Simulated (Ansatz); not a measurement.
## AlNi (Pm-3m): a volume series of phonon spectra: lattice dynamics at this volume, V/V0 1.05

Ansatz 0.2.0; DFT PBEsol, scalar-relativistic, plane waves, PAW.

Phonons at this volume give one point of F(V, T); meshes stay fixed along the series.

The database entry behind the starting cell differs from later determinations by our own check (about 0.2 % short), so it need not match the best structure at ambient conditions.

Contents of input.yaml:

```yaml
crystal:
  lattice:
    - [2.908949252, 0.0, 0.0]
    - [0.0, 2.908949252, 0.0]
    - [0.0, 0.0, 2.908949252]
  atoms:
    - { symbol: Al, position: [0.0, 0.0, 0.0] }
    - { symbol: Ni, position: [0.5, 0.5, 0.5] }
kpoints:
  mp_grid: { grid: [16, 16, 16] }
hamiltonian:
  xc: pbesol
scf:
  occupations: { method: methfessel_paxton, width: 0.2 }
  lower_state_search: "off"
output:
  eigenvalues: true
phonons:
  method: dfpt
  qmesh: [4, 4, 4]
  temperatures: { t_max: 1000, t_step: 50 }
  qpath:
    path:
      - [[0.0, 0.0, 0.0], [0.0, 0.5, 0.0], [0.5, 0.5, 0.0], [0.0, 0.0, 0.0], [0.5, 0.5, 0.5], [0.0, 0.5, 0.0]]
      - [[0.5, 0.5, 0.5], [0.5, 0.5, 0.0]]
    npoints: 10
```

Command:

```console
$ ansatz run input.yaml --threads 8 --pin off --max-ram 16384MiB --backend cpu --events-out ev --progress --plain --runs-dir out
```

Before running it: what should come out for the phonon branches?

With 2 atoms in the cell there are 6 branches, three of them acoustic and zero at Γ. The masses differ by a factor of 2.2 (Ni against Al): the 3 top branches, three for each Al, split off, and on this path no mode lies between 188 and 241 cm⁻¹.

No LO-TO term. Phonon branches along the path, in cm⁻¹:

```
    point  branch 1  branch 2  branch 3  branch 4  branch 5  branch 6
        Γ         0         0         0       273       273       273
        X       155       155       188       248       248       344
        M       119       119       179       241       325       325
        Γ         0         0         0       273       273       273
        R       147       147       147       315       315       315
        X       155       155       188       248       248       344
jump to R       147       147       147       315       315       315
        M       119       119       179       241       325       325
```

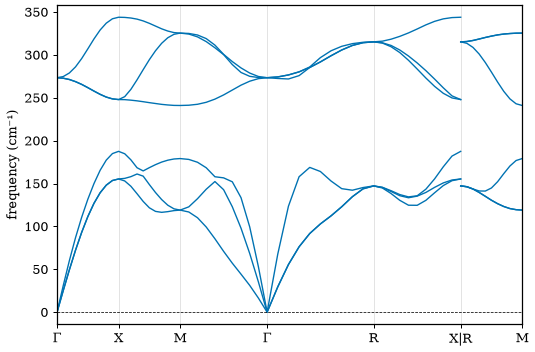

Phonon branches along the path.

[Logs are printed without paths, hosts, clocks, repeated set-up lines and the standing remarks that a program may print on its own settings, such as how far it seeks lower states.]

[Hosts, paths, dates, database ids (printed as entryN), source tags and the programs' standing remarks are cut or masked in the printed files.]

[A step with changed settings may run another functional than the one named; its input shows which.]

[Of the runs on displaced cells, only some may be shown.]
